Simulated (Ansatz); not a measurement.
Ga₄H₆O₉

Input file:

```
crystal:
  periodic: [false, false, false]
  atoms:
    - {symbol: Ga, position_ang: [-0.061260, 1.685623, 0.077951]}
    - {symbol: Ga, position_ang: [-0.420270, -1.318893, -0.716837]}
    - {symbol: Ga, position_ang: [-2.574464, -0.145059, 0.784472]}
    - {symbol: Ga, position_ang: [2.092406, -0.604499, -0.738895]}
    - {symbol: O, position_ang: [-2.264843, -1.073140, -1.012529]}
    - {symbol: O, position_ang: [1.023500, 0.675571, 1.521305]}
    - {symbol: O, position_ang: [2.267705, 0.090454, 1.022474]}
    - {symbol: O, position_ang: [-1.759798, 1.420914, 0.645754]}
    - {symbol: O, position_ang: [-0.985374, -1.257977, 1.182317]}
    - {symbol: O, position_ang: [0.393193, 0.336686, -1.108028]}
    - {symbol: O, position_ang: [1.105053, -2.206243, -0.873785]}
    - {symbol: O, position_ang: [0.623176, 3.299523, -0.187298]}
    - {symbol: O, position_ang: [3.602039, -0.387847, -1.652552]}
    - {symbol: H, position_ang: [0.477364, -0.103720, 1.775044]}
    - {symbol: H, position_ang: [0.217940, 3.969345, 0.378096]}
    - {symbol: H, position_ang: [-1.028675, -2.113558, 1.635804]}
    - {symbol: H, position_ang: [-3.912703, -0.567392, 1.407621]}
    - {symbol: H, position_ang: [3.719442, -1.084816, -2.311154]}
    - {symbol: H, position_ang: [-2.514422, -0.614963, -1.829791]}
basis:
  gaussian: {orbitals: def2-SVP, initial_orbitals: start.molden}
hamiltonian: {xc: pbe0, dispersion: d4}
scf: {omitted_lower_state_checks: [starts]}
output: {orbitals: {seedname: orbitals}}
```

Run with:

```sh
ansatz run in.yaml --threads 4 --pin off --events-out ev --progress --plain --max-ram 6963MiB
```

Geometry: r2SCAN-D4/def2-SVP.

Theory: Ansatz, RKS PBE0-D4/def2-SVP.

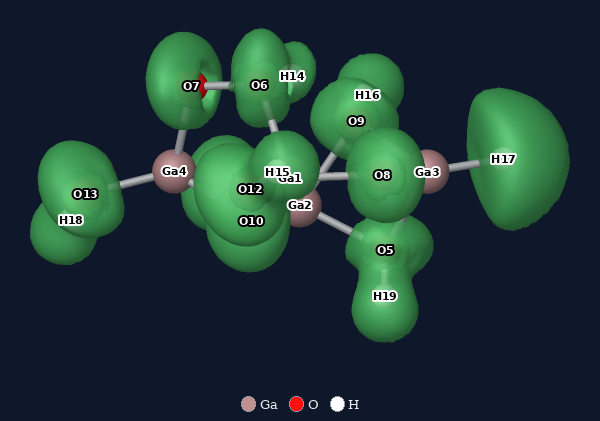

Figure 1. Isosurface of the electron localisation function at 0.75 (green), seen from one side. Only the valence region is drawn (cores and ρ < 0.01 e/Å³ removed).

### Describe the localisation domains.

The surface consists of one region around a hydrogen nucleus, four regions wrapped around O (the valence shell of each) and five joined regions spread over several atoms (H, O), in which their bonds and any lone pairs are merged.


O–O (1.46 Å): the ELF peaks at about 0.80 between the atoms: a shared electron pair. Ga–O (1.77 Å): the ELF peaks at about 0.80 in the valence shell of O, 0.6 Å from its nucleus, and is about 0.25 at the midpoint.

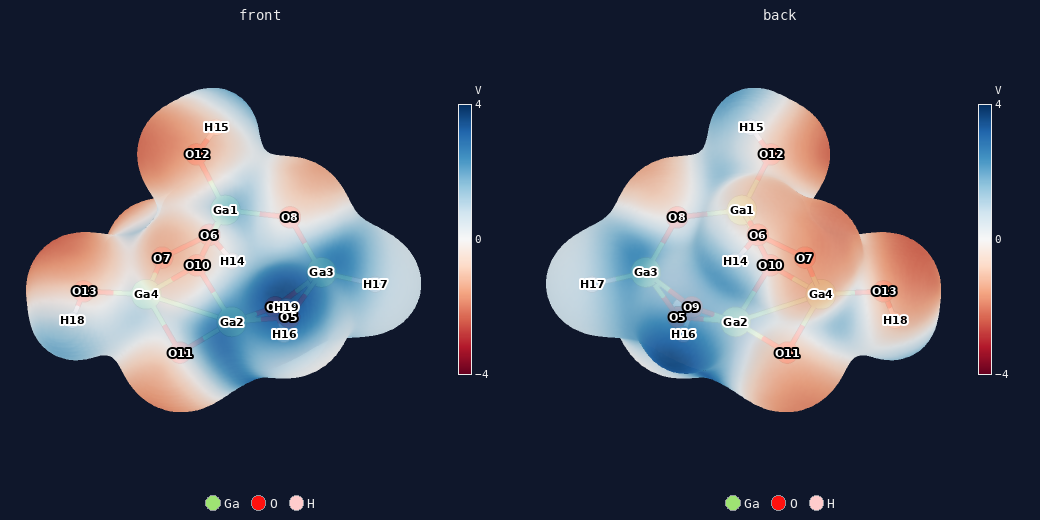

Figure 2. The molecular electrostatic potential painted on the density surface at 0.002 e/bohr³, seen from the front and from behind; the colour scale runs from red (negative) to blue (positive).

### Where is the surface potential most negative and most positive?

The most negative region (about −2.2 V, or −51 kcal/mol for a unit charge) lies over O13, the most positive (about +3.5 V, or +81 kcal/mol for a unit charge) over H16 and H19. O13 is the likeliest acceptor of a hydrogen bond.

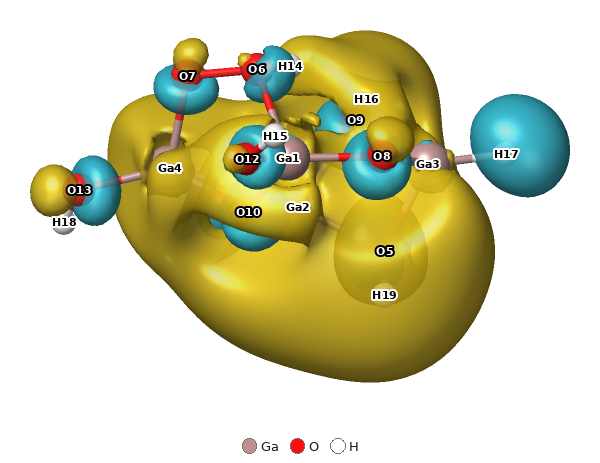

Figure 3. The LUMO at ±0.04 Å⁻³ᐟ² (yellow and cyan are the two phases), seen from one side.

### Where does this orbital lie, and at what energy?

It lies mainly on Ga2 (about 40 %), O5 (about 10 %), O11 (about 10 %), Ga3 (about 5 %) and H19 (about 5 %). Its energy is −1.62 eV.

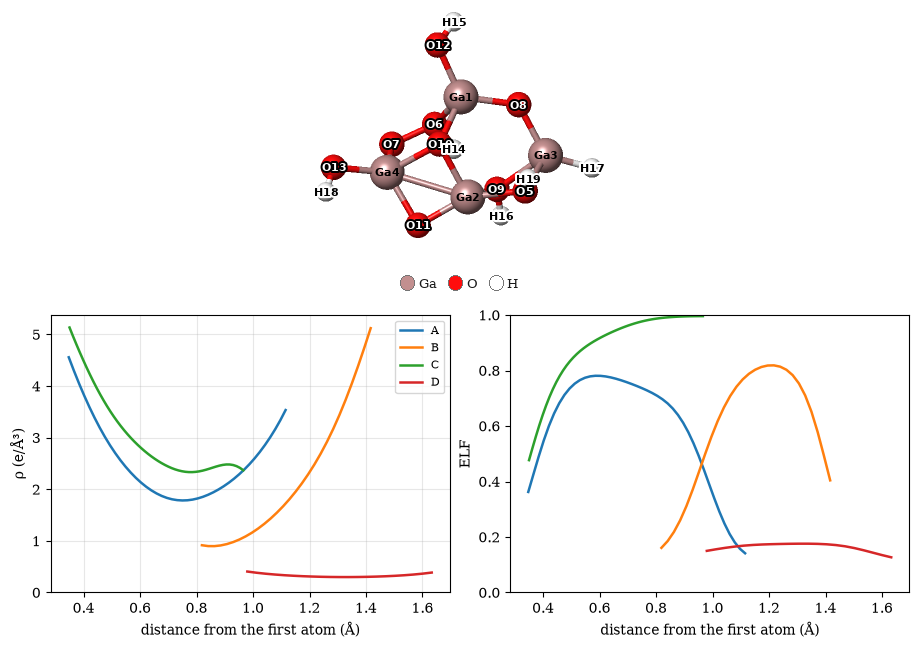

Figure 4. Electron density and electron localisation function along straight lines between neighbouring atoms. The curves leave out the atomic cores. The structure is drawn too.

### Which curve belongs to which contact (Ga–Ga, Ga–O, O–H and O–O)? The first atom named is at distance zero.

Curve A: O–O (1.46 Å): ρ is about 1.8 e/Å³ halfway; the ELF peaks at about 0.80 between the atoms: localised, covalent bonding. Curve B: Ga–O (1.77 Å): ρ at the midpoint is about 0.91 e/Å³; the ELF peaks at about 0.80 in the valence shell of O, 0.6 Å from its nucleus, and is about 0.25 at the midpoint. Curve C: O–H (0.97 Å): ρ at the midpoint is about 3.6 e/Å³; the ELF climbs to about 1 towards the hydrogen, as it does in any bond to H; a covalent bond by its length. Curve D: Ga–Ga (2.61 Å): the density is about 0.3 e/Å³ at the midpoint; the ELF is about 0.20 at the midpoint.
